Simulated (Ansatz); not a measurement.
The starting structures come from a database of crystals and need not be the phases stable at ambient conditions.

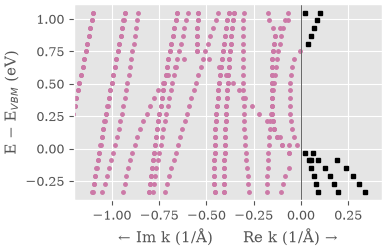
*Complex bands at the centre of the two-dimensional zone; PBEsol (Ansatz, an electronic-structure program)*

The gap is the functional's own, uncorrected, and κ follows it; spin-orbit coupling is left out. Mid-gap values are interpolated between the computed energies.

Problem. This is Ca(CdP)2 (P-3m1, not sure to be the ambient phase, 5 atoms a cell, 22.5 Å³ an atom, -2 GPa at this level) along the normal of (110). Read off the slowest decay at the centre of the two-dimensional zone at 0.39 eV, the computed energy nearest the middle of the gap.

Solution. κ ≈ 0.06 1/Å, a decay length 1/(2κ) of the density of 8.5 Å.
